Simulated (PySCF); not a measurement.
## C7H11ClO: excited-state calculation

The run: excited-state calculation of C7H11ClO, SMILES C=CCC(C)(C)C(=O)Cl. Method and program: TDDFT wB97X-D/def2-SVPD, vertical, gas phase, core orbitals frozen in the response (PySCF 2.14.0).

The geometry comes from this level: PBE0-D3(BJ)/def2-SVP.

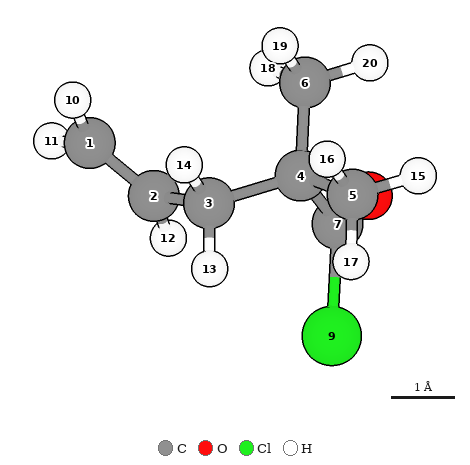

Figure 1. The structure as given in the input (ball-and-stick view, seen at a tilt; atoms are numbered from 1 in the order of the input).

The input
```
{"job": {"kind": "uv", "xc": "wB97X-D", "basis": "def2-SVPD", "ip": true}, "charge": 0, "multiplicity": 1}
C      2.838344    -0.205337    -0.336666
C      1.730989     0.495213    -0.583459
C      0.595033     0.676843     0.371576
C     -0.725350     0.000398    -0.069538
C     -1.842388     0.380149     0.909896
C     -0.563754    -1.516878    -0.132252
C     -1.114835     0.481595    -1.460560
O     -1.329293    -0.180881    -2.414580
Cl    -1.255576     2.279405    -1.585218
H      2.992962    -0.708666     0.623604
H      3.634354    -0.297040    -1.080073
H      1.621674     0.988004    -1.558448
H      0.399754     1.753147     0.507260
H      0.857276     0.265655     1.359875
H     -2.797978    -0.083842     0.622819
H     -1.578090     0.020000     1.915557
H     -1.983210     1.468781     0.955159
H      0.234438    -1.804841    -0.829962
H     -0.304396    -1.899273     0.866287
H     -1.494761    -1.999873    -0.460133
```

The first line tells a small driver script what to run in PySCF; the rest is the geometry in Å.

Run on 1 CPU thread, shared host.

Run as:
```bash
OMP_NUM_THREADS=1 python <driver script> task.json out
```

Log
```
coarse grid: 17136 points
cycle   1  E = -808.0075815639  dE =  1.278e+00  |g| = 8.724e-01  |ddm| = 8.341e+00
cycle   2  E = -807.7916281220  dE =  2.160e-01  |g| = 1.452e+00  |ddm| = 4.296e+00
cycle   3  E = -808.1740465601  dE = -3.824e-01  |g| = 9.820e-02  |ddm| = 2.703e+00
cycle   4  E = -808.1761206846  dE = -2.074e-03  |g| = 5.088e-02  |ddm| = 3.374e-01
cycle   5  E = -808.1767323048  dE = -6.116e-04  |g| = 1.036e-02  |ddm| = 1.471e-01
cycle   6  E = -808.1767662031  dE = -3.390e-05  |g| = 3.415e-03  |ddm| = 5.783e-02
cycle   7  E = -808.1767710998  dE = -4.897e-06  |g| = 1.152e-03  |ddm| = 1.911e-02
final grid: 160504 points
cycle   8  E = -808.2911139128  dE = -1.221e-04  |g| = 6.308e-03  |ddm| = 3.479e-01
cycle   9  E = -808.2911157055  dE = -1.793e-06  |g| = 6.325e-03  |ddm| = 4.229e-02
cycle  10  E = -808.2911243028  dE = -8.597e-06  |g| = 1.184e-03  |ddm| = 1.268e-02
cycle  11  E = -808.2911245190  dE = -2.163e-07  |g| = 5.767e-04  |ddm| = 4.332e-03
cycle  12  E = -808.2911245937  dE = -7.467e-08  |g| = 1.470e-04  |ddm| = 1.893e-03
cycle  13  E = -808.2911245991  dE = -5.362e-09  |g| = 3.117e-05  |ddm| = 5.056e-04
cycle  14  E = -808.2911245995  dE = -3.979e-10  |g| = 1.415e-05  |ddm| = 1.721e-04
```

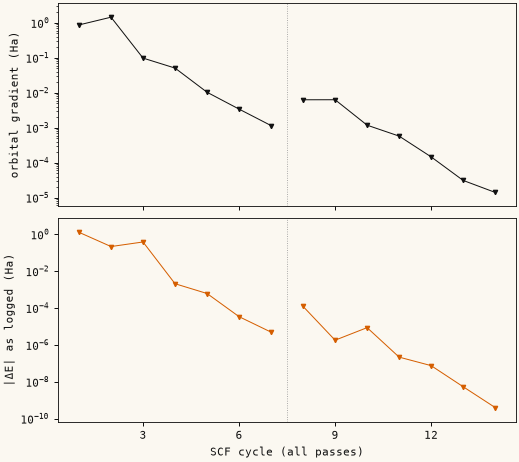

Figure 2. Convergence of the self-consistent field: orbital gradient and size of the energy change against the SCF cycle. The dotted line marks the change from a coarse to the final integration grid. The first 7 cycles use a coarse grid, the final grid takes over at cycle 8, and the field converges after 14 cycles in all.

```
converged SCF energy = -808.2911245995

Static polarisability (au): isotropic 100.920, principal 90.922 97.155 114.684

Singlet excitations
state   eV       nm        f      main configurations
  1   5.1441    241.0   0.00065   H-1->L 0.94
  2   6.4696    191.6   0.00088   H->L 0.74, H-2->L 0.21
  3   6.7030    185.0   0.00085   H-2->L 0.75, H->L 0.21
  4   6.9797    177.6   0.00410   H-3->L 0.77, H-1->L+2 0.12
  5   7.3932    167.7   0.48111   H->L+1 0.95
  6   7.7781    159.4   0.03799   H->L+3 0.42, H->L+4 0.39, H->L+2 0.09
  7   7.8262    158.4   0.04174   H-4->L 0.30, H-2->L+2 0.21, H-1->L+2 0.15
  8   7.9404    156.1   0.01692   H-4->L 0.30, H-5->L 0.23, H-2->L+2 0.22
  9   8.0207    154.6   0.00426   H-3->L+2 0.63, H-3->L+3 0.11
 10   8.0254    154.5   0.00031   H-4->L+1 0.40, H-6->L+1 0.16, H-1->L+1 0.11

Triplet excitations (Tamm-Dancoff, eV): 4.4684 4.6559 6.0027 6.3832
Vertical ionisation energy (delta-SCF) = 9.8438 eV
```

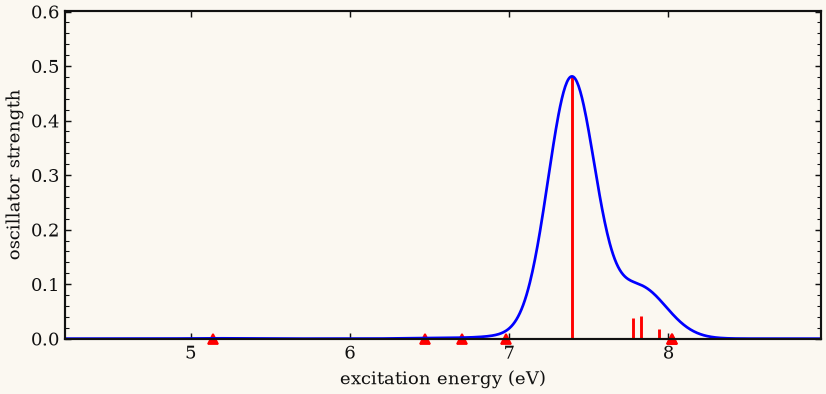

Figure 3. Computed excitations as sticks (degenerate states added up, dark ones marked on the axis), with a Gaussian envelope of 0.35 eV full width at half maximum, scaled to the tallest. Of the 10 states the lowest lies at 5.14 eV (f = 0.001); the strongest line is at 7.39 eV, or 168 nm (f = 0.481).

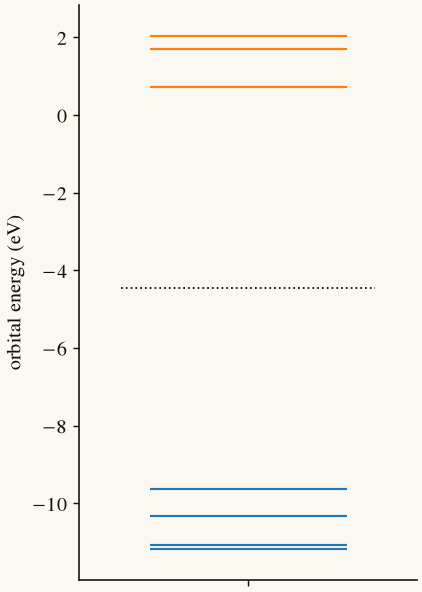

Figure 4. Orbital energies near the frontier; the dotted line parts filled from empty levels, and levels within 0.02 eV of each other stand side by side. Highest filled −9.63 eV, lowest empty 0.72 eV, 10.35 eV apart.

Results in brief

```csv
quantity,value
outcome,converged
total energy,−808.291125 hartree
HOMO,−9.63 eV
LUMO,0.72 eV
dipole moment,3.01 D
mean polarisability,100.92 a.u.
vertical ionisation energy,9.84 eV
lowest singlet excitation,5.14 eV
wall time,8.9 min
peak memory,1.4 GiB
```
